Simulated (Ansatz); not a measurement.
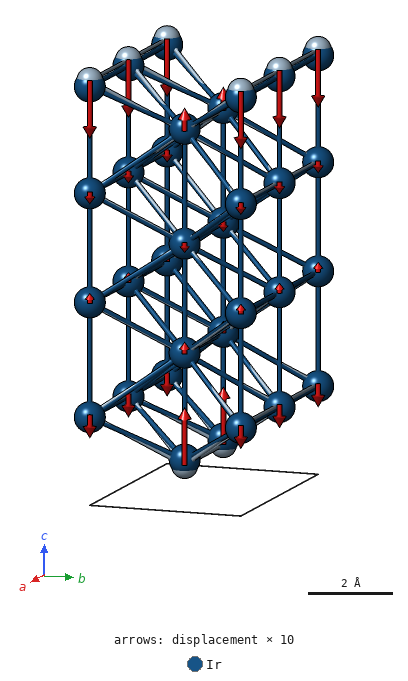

This is a relaxation of a slab of composition Ir (cut from the Fm-3m phase). The starting structure is drawn faded, the final one solid; red arrows show the displacements, 10 times their true length.

A ball-and-stick model of the 2 × 1 repeat of the cell, outlined in the plane, without the vacuum, seen slightly off an axis.

The slab is the (1 1 0) face of Ir.

Level of theory: Ansatz, DFT PBE, scalar-relativistic, plane waves, PAW.

The input:
```yaml
crystal:
  lattice:
    - [2.7369673413, 0.0, 0.0]
    - [0.0, 3.8706563338, 0.0]
    - [0.0, 0.0, 24.5793856945]
  atoms:
    - { symbol: Ir, position: [0.5, 0.5, 0.3051337447] }
    - { symbol: Ir, position: [0.0, 0.0, 0.3608098177] }
    - { symbol: Ir, position: [0.5, 0.5, 0.4164858906] }
    - { symbol: Ir, position: [0.0, 0.0, 0.4721619635] }
    - { symbol: Ir, position: [0.5, 0.5, 0.5278380365] }
    - { symbol: Ir, position: [0.0, 0.0, 0.5835141094] }
    - { symbol: Ir, position: [0.5, 0.5, 0.6391901823] }
    - { symbol: Ir, position: [0.0, 0.0, 0.6948662553] }
basis:
  ecutwfc: 420
kpoints:
  mp_grid: { grid: [13, 9, 1] }
hamiltonian:
  xc: pbe
scf:
  occupations: { method: gaussian, width: 0.1 }
output:
  forces: true
  eigenvalues: true
  write_density: true
  write_potential: true
  elf: true
  volumetric_format: npy
relax:
  adjacent_minimum: "off"
  f_tol: 0.02
  max_steps: 60
efield:
  axis: 3
  dipole_correction: true
  ramp_width: 0.04
```

Run as
```bash
ansatz run input.yaml --threads 4 --pin off --max-ram 9216MiB --backend cpu --events-out ev --progress --plain --runs-dir out
```

**What did the optimiser do to the structure, and how much energy did it gain?**

After 4 geometry steps the energy has fallen by 0.284 eV per cell of the calculation. The largest force component goes from 1.6 to 0.013 eV/Å. The largest moves relative to the layer's centre, 0.14 Å, are those of Ir1 and Ir8. Ir8 goes along the normal (−c). The cell stays as it was. Among the contacts that change: Ir1–Ir3 2.737 → 2.624 Å, Ir1–Ir2 2.737 → 2.642 Å, Ir2–Ir4 2.737 → 2.821 Å, Ir3–Ir5 2.737 → 2.681 Å. The run took 2.2 min on 4 threads of Arm Neoverse V1 (shared host), peak memory 1.1 GiB.
